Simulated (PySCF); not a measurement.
# U-r2SCAN/STO-3G run of BH2O (SMILES B[O])

Aim: the vertical doublet–quartet gap of BH2O at U-r2SCAN/STO-3G, from 2 runs. Input form: a Python script.

Program for the calculation: PySCF 2.14.0.

9 further runs of the same task are left out: 1 that didn't finish, 8 set aside as unsound or not needed.

## (1) The structure to begin with

The species is BH2O (4 atoms), meant as a doublet with charge 0. SMILES: `B[O]`. Geometry: relaxed at PBE0-D4/def2-TZVP.

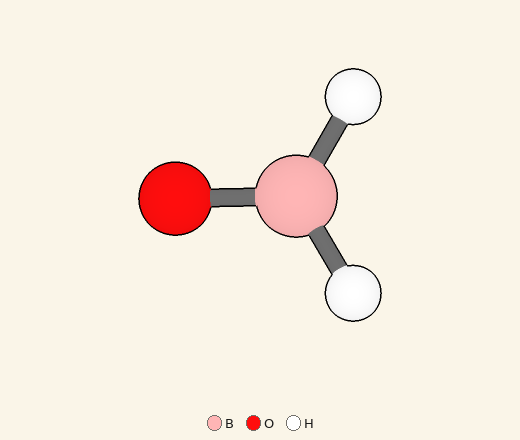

Viewed from a chosen angle; boron pink, oxygen red, hydrogen white.

## (2) The energy at U-r2SCAN/STO-3G

run.py reads:

```python
from pyscf import gto, dft

mol = gto.M(
    atom='''
B     -0.002079    -0.019464    -0.028535
O      1.937536    -0.644019     1.279156
H     -1.989126    -1.110592     0.286482
H      0.158548     1.660124    -1.575276
''',
    verbose=3,
    max_memory=1860,
    spin=1,
    unit='bohr',
    basis='sto-3g',
)

mf = dft.UKS(mol, xc='r2scan')
mf.conv_tol = 1e-10
mf.grids.level = 5
mf.kernel()
if not mf.converged:
    mf = mf.newton().run(mf.mo_coeff, mf.mo_occ)

e_final = mf.e_tot
print(f'total energy: {e_final:.8f} hartree')
```

Run with:

```
$ OMP_NUM_THREADS=1 python run.py
```

What it wrote:

```text
WARN: HOMO -0.259357079025564 >= LUMO -0.259357079025563

converged SCF energy = -99.8576769090951  <S^2> = 0.76036581  2S+1 = 2.0103391
total energy: -99.85767691 hartree
```

Wall time 3.9 s (1 thread of Arm Neoverse V1, shared host); peak memory 0.18 GiB.

## (3) The quartet at the same level

geometry.xyz reads:

```xyz
4

B     -0.001100    -0.010300    -0.015100
O      1.025300    -0.340800     0.676900
H     -1.052600    -0.587700     0.151600
H      0.083900     0.878500    -0.833600
```

job.py reads:

```python
from pyscf import gto, dft

mol = gto.M(
    atom='geometry.xyz',
    verbose=3,
    basis='sto-3g',
    max_memory=1860,
    spin=3,
)

ks = dft.UKS(mol, xc='r2scan')
ks.conv_tol = 1e-10
ks.grids.level = 5
ks.kernel()
if not ks.converged:
    ks = ks.newton().run(ks.mo_coeff, ks.mo_occ)

etot = ks.e_tot
print('Final energy', etot)
```

Run with:

```
$ OMP_NUM_THREADS=1 python job.py
```

What it wrote:

```text
WARN: HOMO 0.0202359020474788 >= LUMO -0.374572498886255

WARN: HOMO 0.0331964422499333 >= LUMO -0.150626166760837

WARN: HOMO 0.0237805121325205 >= LUMO -0.185345484126371

WARN: HOMO 0.0191410773867166 >= LUMO -0.176820917377708

WARN: HOMO 0.0208878785307527 >= LUMO -0.177834437730791

WARN: HOMO 0.0208353481579643 >= LUMO -0.178160114745374

WARN: HOMO 0.02083473993972 >= LUMO -0.178159853974969

WARN: HOMO 0.0208329901471742 >= LUMO -0.178160097280347

WARN: HOMO 0.0208328934684583 >= LUMO -0.178160733302684

WARN: HOMO 0.0208328891437031 >= LUMO -0.178161451074847

converged SCF energy = -99.5915775169296  <S^2> = 3.7530345  2S+1 = 4.001517
Final energy -99.59157751692956
```

It took 3.6 s on 1 thread of Arm Neoverse V1, shared host; peak memory 0.18 GiB.

## (4) Results

At U-r2SCAN/STO-3G:

| quantity | value |
| --- | --- |
| doublet: total energy | -99.85768 Eh |
| doublet: dipole moment | 0.26 D |
| doublet: HOMO energy (highest over α and β) | -5.76 eV |
| doublet: LUMO energy (lowest over α and β) | -2.21 eV |
| doublet: ⟨S²⟩ | 0.760 |
| quartet: total energy | -99.59158 Eh |
| quartet: dipole moment | 0.98 D |
| quartet: HOMO energy (highest over α and β) | 0.57 eV |
| quartet: ⟨S²⟩ | 3.753 |
| vertical energy of the quartet above the doublet | 7.241 eV |

**Reading.** At this shape the quartet lies 7.24 eV (167 kcal/mol) above the doublet. In a minimal basis such a difference can be off by several eV, whatever the method. Mulliken charges (doublet) run from -0.10 on O2 to +0.12 on B1; they depend strongly on the basis.
